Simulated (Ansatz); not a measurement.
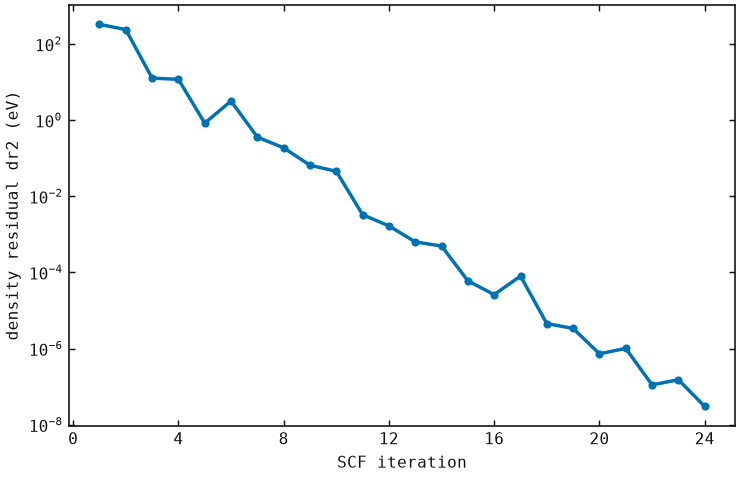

The plot shows the SCF iterations of a calculation: density residual dr2.

Ti (slab, 20 atoms in the cell), run with Ansatz.

```
crystal:
  lattice:
    - [9.1481646307, 0.0, 0.0]
    - [0.0, 4.9995039918, 0.0]
    - [0.0, 0.0, 22.772929951]
  atoms:
    - { symbol: Ti, position: [0.375, 0.1666666667, 0.3732501711] }
    - { symbol: Ti, position: [0.875, 0.1666666667, 0.3732501711] }
    - { symbol: Ti, position: [0.125, 0.8333333333, 0.3732501711] }
    - { symbol: Ti, position: [0.625, 0.8333333333, 0.3732501711] }
    - { symbol: Ti, position: [0.375, 0.6666666667, 0.4366250855] }
    - { symbol: Ti, position: [0.875, 0.6666666667, 0.4366250855] }
    - { symbol: Ti, position: [0.125, 0.3333333333, 0.4366250855] }
    - { symbol: Ti, position: [0.625, 0.3333333333, 0.4366250855] }
    - { symbol: Ti, position: [0.375, 0.1701628844, 0.4986078719] }
    - { symbol: Ti, position: [0.875, 0.1701628844, 0.4986078719] }
    - { symbol: Ti, position: [0.125, 0.8298371156, 0.4986078719] }
    - { symbol: Ti, position: [0.625, 0.8298371156, 0.4986078719] }
    - { symbol: Ti, position: [0.375, 0.6640600511, 0.5606320279] }
    - { symbol: Ti, position: [0.875, 0.6640600511, 0.5606320279] }
    - { symbol: Ti, position: [0.125, 0.3359399489, 0.5606320279] }
    - { symbol: Ti, position: [0.625, 0.3359399489, 0.5606320279] }
    - { symbol: Ti, position: [0.375, 0.2029441972, 0.6221714618] }
    - { symbol: Ti, position: [0.875, 0.2029441972, 0.6221714618] }
    - { symbol: Ti, position: [0.125, 0.7970558028, 0.6221714618] }
    - { symbol: Ti, position: [0.625, 0.7970558028, 0.6221714618] }
basis:
  ecutwfc: 420
kpoints:
  mp_grid: { grid: [3, 6, 1] }
hamiltonian:
  xc: pbe
  dispersion: d3bj
  hubbard: { sites: [{ species: Ti, l: d, u_eff: 2.0 }], double_counting: fll }
scf:
  occupations: { method: gaussian, width: 0.1 }
output:
  forces: true
  eigenvalues: true
efield:
  axis: 3
  dipole_correction: true
  ramp_width: 0.04
```

Launched with:
```bash
ansatz run input.yaml --threads 4 --pin off --max-ram 10240MiB --backend cpu --events-out ev --progress --plain --runs-dir out
```

Was self-consistency reached?

Answer. Converged, in 24 iterations. The residual falls unevenly and jumps up by a factor of two or more twice on the way down.

What is the residual at the start and at the end?

Answer. It starts near 300 and ends near 3 × 10⁻⁸ eV.
